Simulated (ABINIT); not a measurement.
# A GW chain in ABINIT: CdS (Greenockite), part 2 of 3

Wanted: ground state, empty states, screening and self-energy for CdS (Greenockite).

ABINIT 10.8.3; PBE and many-body steps on it, plane waves. Known limits of the many-body steps: not at the basis limit; no spin-orbit coupling; coarse k mesh.

So far. Step 2 (Ground state): The gap is direct, at Γ.

### 3. Bands along the symmetry lines

Level of this step: DFT, PBE, plane waves, norm-conserving pseudopotentials (ABINIT).

Levels along a band path, at the cheap level, show where the edges lie and whether the meshes to come will hold them.

run.abi reads:

```
acell 3*1.0 Angstrom
rprim 
  4.137000000025 -0.000000000006 0.000000000000
  -2.068500000008 3.582747095481 0.000000000000
  0.000000000000 0.000000000000 6.714400000000
ntypat 2
znucl 48 16
natom 4
typat 1 1 2 2
xred 
  0.666666666667 0.333333333333 0.000000000000
  0.333333333333 0.666666666667 0.500000000000
  0.666666666667 0.333333333333 0.375000000000
  0.333333333333 0.666666666667 0.875000000000
pp_dirpath "pseudos"
pseudos "Cd.upf, S.upf"
ecut 47
iscf -2
irdden 1
kptopt 0
nkpt 39
kpt 
  0.00000000 0.00000000 0.00000000
  0.12500000 0.00000000 0.00000000
  0.25000000 0.00000000 0.00000000
  0.37500000 0.00000000 0.00000000
  0.50000000 0.00000000 0.00000000
  0.45833333 0.08333333 0.00000000
  0.41666666 0.16666666 0.00000000
  0.37500000 0.25000000 0.00000000
  0.33333333 0.33333333 0.00000000
  0.25000000 0.25000000 0.00000000
  0.16666666 0.16666666 0.00000000
  0.08333333 0.08333333 0.00000000
  0.00000000 0.00000000 0.00000000
  0.00000000 0.00000000 0.12500000
  0.00000000 0.00000000 0.25000000
  0.00000000 0.00000000 0.37500000
  0.00000000 0.00000000 0.50000000
  0.12500000 0.00000000 0.50000000
  0.25000000 0.00000000 0.50000000
  0.37500000 0.00000000 0.50000000
  0.50000000 0.00000000 0.50000000
  0.45833333 0.08333333 0.50000000
  0.41666666 0.16666666 0.50000000
  0.37500000 0.25000000 0.50000000
  0.33333333 0.33333333 0.50000000
  0.25000000 0.25000000 0.50000000
  0.16666666 0.16666666 0.50000000
  0.08333333 0.08333333 0.50000000
  0.00000000 0.00000000 0.50000000
  0.50000000 0.00000000 0.50000000
  0.50000000 0.00000000 0.37500000
  0.50000000 0.00000000 0.25000000
  0.50000000 0.00000000 0.12500000
  0.50000000 0.00000000 0.00000000
  0.33333333 0.33333333 0.50000000
  0.33333333 0.33333333 0.37500000
  0.33333333 0.33333333 0.25000000
  0.33333333 0.33333333 0.12500000
  0.33333333 0.33333333 0.00000000
istwfk *1
nband 33
nbdbuf 2
tolwfr 1e-08
nstep 40
prtwf 0
prtvol 0
indata_prefix "in"
outdata_prefix "out"
tmpdata_prefix "tmp"
```

On the command line:

```sh
OMP_NUM_THREADS=1 mpirun -n 4 abinit run.abi > log
```

Numbers of over 12 decimals in the logs are rounded to 6 here.

The log of the run:

```text
.Version 10.8.3 of ABINIT. v10.8.2 released Aug 2026.

 Symmetries : space group P6_3 m c (#186); Bravais hP (primitive hexag.)
[... echo of the input left out ...]
== DATASET  1 ==================================================================
-   mpi_nproc: 4, omp_nthreads: 1 (-1 if OMP is not activated)

--- !DatasetInfo
iteration_state: {dtset: 1, }
dimensions: {natom: 4, nkpt: 39, mband: 33, nsppol: 1, nspinor: 1, nspden: 1, mpw: 10376, }
cutoff_energies: {ecut:  47.0, pawecutdg:  -1.0, }
electrons: {nelect:   5.20000000E+01, charge:   0.00000000E+00, occopt:   1.00000000E+00, tsmear:   1.00000000E-02, }

 Real(R)+Recip(G) space primitive vectors, cartesian coordinates (Bohr,Bohr^-1):
 R(1)=  7.8177970  0.0000000  0.0000000  G(1)=  0.1279133  0.0738508  0.0000000
 R(2)= -3.9088985  6.7704108  0.0000000  G(2)=  0.0000000  0.1477015  0.0000000
 R(3)=  0.0000000  0.0000000 12.6883771  G(3)=  0.0000000  0.0000000  0.0788123
 Unit cell volume ucvol=  6.7159196E+02 bohr^3
 Angles (23,13,12)=  9.00000000E+01  9.00000000E+01  1.20000000E+02 degrees

 getcut: wavevector=  0.0000  0.0000  0.0000  ngfft=  50  50  80
         ecut(hartree)=     47.000   => boxcut(ratio)=   2.04301

--- Pseudopotential description ------------------------------------------------
- Cd Generated using ONCVPSP code by D. R. Hamann
- 48.00000  20.00000  171031                  znucl, zion, pspdat
12 -101130 2 -1 1368                          pspcod,pspxc,lmax,lloc,mmax
     nproj     2     2     2
  pspatm : epsatm=   23.16453630
         --- l  ekb(1:nproj) -->
             0   51.917189    3.534234
             1    8.636196    1.282240
             2    0.687672   -0.678465
 pspatm: atomic psp has been read  and splines computed

- S Generated using ONCVPSP code by D. R. Hamann
- 16.00000   6.00000  171031                  znucl, zion, pspdat
12 -101130 2 -1 1146                          pspcod,pspxc,lmax,lloc,mmax
     nproj     2     2     2
  pspatm : epsatm=    9.01821529
         --- l  ekb(1:nproj) -->
[...]
pspatm: atomic psp has been read  and splines computed

--------------------------------------------------------------------------------

================================================================================
 prteigrs : about to open file out_EIG
 Non-SCF case, kpt    1 (  0.00000  0.00000  0.00000), residuals and eigenvalues=
  2.76E-09  3.45E-09  3.27E-09  9.44E-09  2.74E-09  8.90E-09  2.07E-09  3.15E-09
  2.14E-09  7.79E-09  2.32E-09  6.34E-09  8.18E-09  5.44E-09  4.62E-09  6.18E-09
  7.66E-09  5.01E-09  4.39E-09  9.15E-09  3.70E-09  2.57E-09  4.11E-09  6.80E-09
[...]
9.12E-05
 -3.5653E+00 -3.5653E+00 -2.1346E+00 -2.1345E+00 -2.1344E+00 -2.1344E+00
 -2.1344E+00 -2.1344E+00 -2.9322E-01 -2.7715E-01 -1.2388E-01 -1.2293E-01
 -1.2293E-01 -1.1972E-01 -1.1972E-01 -1.0812E-01 -1.0812E-01 -1.0475E-01
[...]
1.46E-04
[...]
Non-SCF case, kpt   38 (  0.33333  0.33333  0.12500), residuals and eigenvalues=
[...]
Non-SCF case, kpt   39 (  0.33333  0.33333  0.00000), residuals and eigenvalues=
[...]
-8.6945E-02 -8.6945E-02  2.5072E-02  2.5072E-02  4.6733E-02  9.1870E-02
  9.1870E-02  1.0097E-01  3.3009E-01  3.4772E-01  3.4772E-01  4.2348E-01
[...]
--- !ResultsGS
iteration_state: {dtset: 1, }
comment   : Summary of ground state results
lattice_vectors:
- [  7.8177970,  -0.0000000,   0.0000000, ]
- [ -3.9088985,   6.7704108,   0.0000000, ]
- [  0.0000000,   0.0000000,  12.6883771, ]
lattice_lengths: [   7.81780,    7.81780,   12.68838, ]
lattice_angles: [ 90.000,  90.000, 120.000, ] # degrees, (23, 13, 12)
lattice_volume:   6.7159196E+02
convergence: {deltae:  0.000E+00, res2:  0.000E+00, residm:  9.997E-09, diffor:  0.000E+00, }
etotal    :  -3.72830038E+02
entropy   :   0.00000000E+00
fermie    :   1.60565230E-01
cartesian_stress_tensor: null
pressure_GPa: null
xred      :
- [  6.6667E-01,   3.3333E-01,   0.0000E+00, Cd]
- [  3.3333E-01,   6.6667E-01,   5.0000E-01, Cd]
- [  6.6667E-01,   3.3333E-01,   3.7500E-01,  S]
- [  3.3333E-01,   6.6667E-01,   8.7500E-01,  S]
cartesian_forces: null
force_length_stats: {min: null, max: null, mean: null, }

 Integrated electronic density in atomic spheres:
 ------------------------------------------------
 Atom  Sphere_radius  Integrated_density
[...]
================================================================================

 ----iterations are completed or convergence reached----

 Mean square residual over all n,k,spin=   50.320E-10; max=  99.968E-10
 reduced coordinates (array xred) for    4 atoms
[...]
0.666666666667      0.333333333333      0.375000000000
       0.333333333333      0.666666666667      0.875000000000

 cartesian coordinates (angstrom) at end:
    1      2.068500     1.194249     0.000000
    2      3e-12     2.388498     3.357200
    3      2.068500     1.194249     2.517900
    4      3e-12     2.388498     5.875100
 length scales=  1.889726125908  1.889726125908  1.889726125908 bohr
              =  1.000000000000  1.000000000000  1.000000000000 angstroms
 prteigrs : about to open file out_EIG
 Eigenvalues (hartree) for nkpt=  39  k points:
 kpt#   1, nband= 33, wtk=  1.00000, kpt=  0.0000  0.0000  0.0000 (reduced coord)
[...]
kpt#   2, nband= 33, wtk=  1.00000, kpt=  0.1250  0.0000  0.0000 (reduced coord)
[...]
kpt#   3, nband= 33, wtk=  1.00000, kpt=  0.2500  0.0000  0.0000 (reduced coord)
[...]
kpt#  38, nband= 33, wtk=  1.00000, kpt=  0.3333  0.3333  0.1250 (reduced coord)
[...]
0.49161
 kpt#  39, nband= 33, wtk=  1.00000, kpt=  0.3333  0.3333  0.0000 (reduced coord)
[...]
-0.10736   -0.10528   -0.08695   -0.08695    0.02507    0.02507    0.04673    0.09187
   0.09187    0.10097    0.33009    0.34772    0.34772    0.42348    0.43271    0.43271
   0.47932

== END DATASET(S) ==============================================================
================================================================================

 -outvars: echo values of variables after computation  --------
            nband          33
             nkpt          39
          spgroup         186
 [... the other variables as echoed above ...]

 Calculation completed.
```

Elapsed: 100 s, on 4 MPI ranks of Arm Neoverse V1, shared host; peak memory 0.52 GiB; 6.7 min of CPU time.

This step gave:

```
gap                        : 1.198 eV
k of the valence top       : 0, 0, 0
k of the conduction bottom : 0, 0, 0
least direct gap           : 1.198 eV
```

The gap is 1.198 eV, as in the run before at this level.

Electronic bands along the path, in eV, zero at the top of the highest filled band:

| point | band 23 | band 24 | band 25 | band 26 | band 27 | band 28 | band 29 | band 30 |
| --- | --- | --- | --- | --- | --- | --- | --- | --- |
| Γ | -0.77 | -0.05 | 0.00 | 0.00 | 1.20 | 2.78 | 6.43 | 6.43 |
| M | -2.67 | -1.88 | -1.31 | -0.74 | 3.71 | 3.86 | 5.09 | 6.40 |
| K | -3.10 | -1.87 | -1.87 | -1.62 | 4.61 | 5.09 | 5.09 | 7.15 |
| Γ | -0.77 | -0.05 | 0.00 | 0.00 | 1.20 | 2.78 | 6.43 | 6.43 |
| A | -0.40 | -0.40 | -0.40 | -0.40 | 2.84 | 2.84 | 6.17 | 6.17 |
| L | -1.34 | -1.34 | -1.34 | -1.34 | 3.46 | 3.46 | 5.37 | 5.37 |
| H | -2.42 | -2.42 | -1.13 | -1.13 | 4.38 | 4.38 | 6.08 | 6.08 |
| A | -0.40 | -0.40 | -0.40 | -0.40 | 2.84 | 2.84 | 6.17 | 6.17 |
| jump to L | -1.34 | -1.34 | -1.34 | -1.34 | 3.46 | 3.46 | 5.37 | 5.37 |
| M | -2.67 | -1.88 | -1.31 | -0.74 | 3.71 | 3.86 | 5.09 | 6.40 |
| jump to H | -2.42 | -2.42 | -1.13 | -1.13 | 4.38 | 4.38 | 6.08 | 6.08 |
| K | -3.10 | -1.87 | -1.87 | -1.62 | 4.61 | 5.09 | 5.09 | 7.15 |

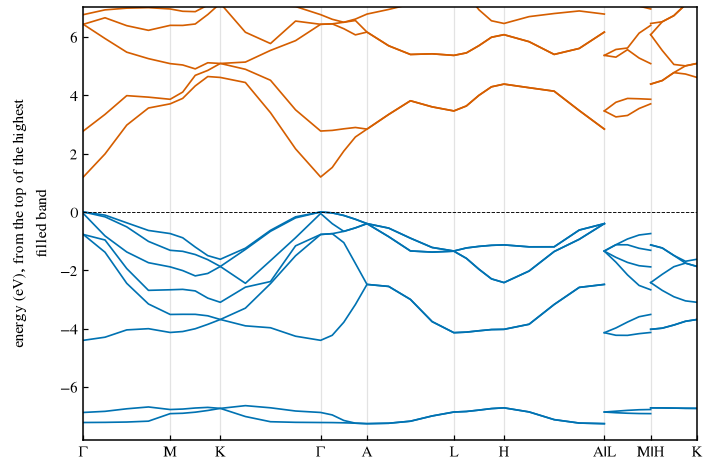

Electronic bands along the path; lines of filled and empty bands in two colours.

### 4. Empty states on the mesh, 3×3×2 mesh, 91 bands

The sums over transitions need many empty states on a uniform mesh; this step solves for them.

run.abi reads:

```
acell 3*1.0 Angstrom
rprim 
  4.137000000025 -0.000000000006 0.000000000000
  -2.068500000008 3.582747095481 0.000000000000
  0.000000000000 0.000000000000 6.714400000000
ntypat 2
znucl 48 16
natom 4
typat 1 1 2 2
xred 
  0.666666666667 0.333333333333 0.000000000000
  0.333333333333 0.666666666667 0.500000000000
  0.666666666667 0.333333333333 0.375000000000
  0.333333333333 0.666666666667 0.875000000000
pp_dirpath "pseudos"
pseudos "Cd.upf, S.upf"
ecut 47
ngkpt 3 3 2
nshiftk 1
shiftk 0 0 0
kptopt 1
chksymbreak 0
iscf -2
irdden 1
istwfk *1
nband 91
nbdbuf 8
tolwfr 1e-09
nstep 60
prtvol 0
indata_prefix "in"
outdata_prefix "out"
tmpdata_prefix "tmp"
```

The log of the run:

```text
.Version 10.8.3 of ABINIT. v10.8.2 released Aug 2026.

 Symmetries : space group P6_3 m c (#186); Bravais hP (primitive hexag.)
[... echo of the input left out ...]
== DATASET  1 ==================================================================
-   mpi_nproc: 4, omp_nthreads: 1 (-1 if OMP is not activated)

--- !DatasetInfo
iteration_state: {dtset: 1, }
dimensions: {natom: 4, nkpt: 6, mband: 91, nsppol: 1, nspinor: 1, nspden: 1, mpw: 10374, }
cutoff_energies: {ecut:  47.0, pawecutdg:  -1.0, }
electrons: {nelect:   5.20000000E+01, charge:   0.00000000E+00, occopt:   1.00000000E+00, tsmear:   1.00000000E-02, }

 Real(R)+Recip(G) space primitive vectors, cartesian coordinates (Bohr,Bohr^-1):
 R(1)=  7.8177970  0.0000000  0.0000000  G(1)=  0.1279133  0.0738508  0.0000000
 R(2)= -3.9088985  6.7704108  0.0000000  G(2)=  0.0000000  0.1477015  0.0000000
 R(3)=  0.0000000  0.0000000 12.6883771  G(3)=  0.0000000  0.0000000  0.0788123
 Unit cell volume ucvol=  6.7159196E+02 bohr^3
 Angles (23,13,12)=  9.00000000E+01  9.00000000E+01  1.20000000E+02 degrees

 getcut: wavevector=  0.0000  0.0000  0.0000  ngfft=  50  50  80
         ecut(hartree)=     47.000   => boxcut(ratio)=   2.04301

--- Pseudopotential description ------------------------------------------------
- Cd Generated using ONCVPSP code by D. R. Hamann
- 48.00000  20.00000  171031                  znucl, zion, pspdat
12 -101130 2 -1 1368                          pspcod,pspxc,lmax,lloc,mmax
     nproj     2     2     2
  pspatm : epsatm=   23.16453630
         --- l  ekb(1:nproj) -->
             0   51.917189    3.534234
             1    8.636196    1.282240
             2    0.687672   -0.678465
 pspatm: atomic psp has been read  and splines computed

- S Generated using ONCVPSP code by D. R. Hamann
- 16.00000   6.00000  171031                  znucl, zion, pspdat
12 -101130 2 -1 1146                          pspcod,pspxc,lmax,lloc,mmax
     nproj     2     2     2
  pspatm : epsatm=    9.01821529
         --- l  ekb(1:nproj) -->
[...]
pspatm: atomic psp has been read  and splines computed

--------------------------------------------------------------------------------

================================================================================
 prteigrs : about to open file out_EIG
 Non-SCF case, kpt    1 (  0.00000  0.00000  0.00000), residuals and eigenvalues=
  5.33E-10  5.23E-10  8.53E-10  3.51E-10  3.30E-10  3.73E-10  2.90E-10  9.07E-10
  6.30E-10  1.22E-10  6.12E-10  2.62E-10  5.48E-10  3.66E-10  3.82E-10  1.49E-10
  4.31E-10  1.75E-10  2.85E-10  2.34E-10  4.21E-10  2.80E-10  6.70E-10  2.06E-10
[...]
-3.5653E+00 -3.5653E+00 -2.1346E+00 -2.1345E+00 -2.1344E+00 -2.1344E+00
 -2.1344E+00 -2.1344E+00 -2.9322E-01 -2.7715E-01 -1.2388E-01 -1.2293E-01
 -1.2293E-01 -1.1972E-01 -1.1972E-01 -1.0812E-01 -1.0812E-01 -1.0475E-01
[...]
1.4301E+00  1.4301E+00  1.4397E+00  1.4923E+00  1.4923E+00  1.5031E+00
  1.5155E+00  1.5155E+00  1.5513E+00  1.5621E+00  1.5730E+00  1.5736E+00
  1.5844E+00
 prteigrs : prtvol=0 or 1, do not print more k-points.

--- !ResultsGS
iteration_state: {dtset: 1, }
comment   : Summary of ground state results
lattice_vectors:
- [  7.8177970,  -0.0000000,   0.0000000, ]
- [ -3.9088985,   6.7704108,   0.0000000, ]
- [  0.0000000,   0.0000000,  12.6883771, ]
lattice_lengths: [   7.81780,    7.81780,   12.68838, ]
lattice_angles: [ 90.000,  90.000, 120.000, ] # degrees, (23, 13, 12)
lattice_volume:   6.7159196E+02
convergence: {deltae:  0.000E+00, res2:  0.000E+00, residm:  9.902E-10, diffor:  0.000E+00, }
etotal    :  -3.72830038E+02
entropy   :   0.00000000E+00
fermie    :   1.60565230E-01
cartesian_stress_tensor: null
pressure_GPa: null
xred      :
- [  6.6667E-01,   3.3333E-01,   0.0000E+00, Cd]
- [  3.3333E-01,   6.6667E-01,   5.0000E-01, Cd]
- [  6.6667E-01,   3.3333E-01,   3.7500E-01,  S]
- [  3.3333E-01,   6.6667E-01,   8.7500E-01,  S]
cartesian_forces: null
force_length_stats: {min: null, max: null, mean: null, }

 Integrated electronic density in atomic spheres:
 ------------------------------------------------
 Atom  Sphere_radius  Integrated_density
[...]
================================================================================

 ----iterations are completed or convergence reached----

 Mean square residual over all n,k,spin=   44.498E-11; max=  99.020E-11
 reduced coordinates (array xred) for    4 atoms
[...]
0.333333333333      0.666666666667      0.875000000000

 cartesian coordinates (angstrom) at end:
    1      2.068500     1.194249     0.000000
    2      3e-12     2.388498     3.357200
    3      2.068500     1.194249     2.517900
    4      3e-12     2.388498     5.875100
 length scales=  1.889726125908  1.889726125908  1.889726125908 bohr
              =  1.000000000000  1.000000000000  1.000000000000 angstroms
 prteigrs : about to open file out_EIG
 Eigenvalues (hartree) for nkpt=   6  k points:
 kpt#   1, nband= 91, wtk=  0.05556, kpt=  0.0000  0.0000  0.0000 (reduced coord)
[...]
1.31850    1.31850    1.39234    1.40783    1.42326    1.42326    1.43011    1.43011
   1.43967    1.49226    1.49226    1.50309    1.51546    1.51546    1.55130    1.56212
   1.57302    1.57355    1.58437
 prteigrs : prtvol=0 or 1, do not print more k-points.

== END DATASET(S) ==============================================================
================================================================================

 -outvars: echo values of variables after computation  --------
            nband          91
             nkpt           6
          spgroup         186
 [... the other variables as echoed above ...]

 Calculation completed.
```

It took 77 s on 4 MPI ranks; peak memory 0.42 GiB; 5.1 min of CPU time.

Numbers from this step:

| Item | Value |
| --- | --- |
| gap | 1.198 eV |
| k of the valence top | 0, 0, 0 |
| k of the conduction bottom | 0, 0, 0 |
| least direct gap | 1.198 eV |
| k points computed | 6 |
| lowest point of the top converged band, above the valence top | 34.28 eV |

On this mesh the gap is 1.198 eV.

### 5. Screening, 3×3×2 mesh, 83 bands, screening to 87.1 eV

The RPA dielectric matrix is built and inverted for each q.

This step: RPA screening on PBE, plane waves, norm-conserving pseudopotentials.

run.abi, as its differences from that of step 4:

```diff
@@ -22,10 +22,11 @@
 chksymbreak 0
-iscf -2
-irdden 1
 istwfk *1
-nband 91
-nbdbuf 8
-tolwfr 1e-09
-nstep 60
-prtvol 0
+occopt 1
+irdwfk 1
+optdriver 3
+nband 83
+ecuteps 3.2
+inclvkb 2
+awtr 1
+symchi 1
 indata_prefix "in"
```

The log of the run:

```text
.Version 10.8.3 of ABINIT. v10.8.2 released Aug 2026.

 Symmetries : space group P6_3 m c (#186); Bravais hP (primitive hexag.)
[... echo of the input left out ...]
== DATASET  1 ==================================================================
-   mpi_nproc: 4, omp_nthreads: 1 (-1 if OMP is not activated)

--- !DatasetInfo
iteration_state: {dtset: 1, }
dimensions: {natom: 4, nkpt: 6, mband: 83, nsppol: 1, nspinor: 1, nspden: 1, mpw: 10374, }
cutoff_energies: {ecut:  47.0, pawecutdg:  -1.0, }
electrons: {nelect:   5.20000000E+01, charge:   0.00000000E+00, occopt:   1.00000000E+00, tsmear:   1.00000000E-02, }

 SCREENING: Calculation of the susceptibility and dielectric matrices

 Based on a program developped by R.W. Godby, V. Olevano, G. Onida, and L. Reining.
 Incorporated in ABINIT by V. Olevano, G.-M. Rignanese, and M. Torrent.
.Using double precision arithmetic ; gwpc =  8

[... cell and pseudopotentials left out ...]
--------------------------------------------------------------------------------

 ==== K-mesh for the wavefunctions ====
 Number of points in the irreducible wedge :     6
[... list of points left out ...]
 Together with 12 symmetry operations and time-reversal symmetry
 yields    18 points in the full Brillouin Zone.

 ==== Q-mesh for the screening function ====
 Number of points in the irreducible wedge :     6
[... list of points left out ...]
 Together with 12 symmetry operations and time-reversal symmetry
 yields    18 points in the full Brillouin Zone.

 setmesh: FFT mesh size selected  =    27x   27x   50
          total number of points  =        36450

 vcoul_init : cutoff-mode = AUXILIARY_FUNCTION
 q-points for optical limit:   1
     1)      0.000010    0.000020    0.000030

- screening: taking advantage of time-reversal symmetry
- Maximum band index for partially occupied states nbvw = 26
- Remaining bands to be divided among processors   nbcw = 57
- Number of bands treated by each node ~14

 Number of electrons calculated from density =   52.0000; Expected =   52.0000
 average of density, n =  0.077428
 r_s =    1.4555
 omega_plasma =   26.8414 [eV]

 calculating chi0 at frequencies [eV] :
  1    0.000000E+00    0.000000E+00
  2    0.000000E+00    2.684136E+01

--------------------------------------------------------------------------------
  q-point number  1        q = ( 0.000000, 0.000000, 0.000000) [r.l.u.]
--------------------------------------------------------------------------------
[... chi0 elements left out ...]
 For q-point:  0.000010 0.000020 0.000030
  dielectric constant =  13.5343
  dielectric constant without local fields =  14.3166

  Average fulfillment of the sum rule on Im[epsilon] for q-point    1 :     36.26  [%]
[... wings left out ...]
  q-point number  2        q = ( 0.333333, 0.000000, 0.000000) [r.l.u.]
--------------------------------------------------------------------------------
[... chi0 elements left out ...]
  Average fulfillment of the sum rule on Im[epsilon] for q-point    2 :     41.04  [%]

 [... 4 further q-points ...]
```

Run time: 32 s. Hardware: 4 MPI ranks; peak memory 1.2 GiB.

Numbers from this step:

```
ε∞ with local fields, on this mesh, along the program's q direction : 13.53
the same without local fields                                       : 14.32
plasma frequency                                                    : 26.84 eV
plane waves in the screening matrix                                 : 185
```

Local fields lower ε∞ by 5 %. On a Γ-centred mesh this coarse the value itself is usually too large, while a short band sum pulls it down.

(Part 2 of 3 ends here.)

[Paths, hosts, dates, memory and timing lines, banners, echoed tables and standing remarks are left out of the program output.]

[Logs are printed without paths, hosts, clocks, repeated set-up lines and the standing remarks that a program may print on its own settings, such as how far it seeks lower states.]

[Runs of the session that timed out or met a known fault of the program may be left out.]

[Hosts, paths, dates, database ids (printed as entryN), source tags and the programs' standing remarks are cut or masked in the printed files.]

[G0W0 gaps are taken among the corrected bands and points alone; a level outside them can change the order at an edge.]

[Where Ansatz stands beside ABINIT at settings called matched, ABINIT's density can come from a denser mesh and the files from another edition; pairs whose starting gaps differed by over 0.03 eV were left out, so agreement reads better than it is.]
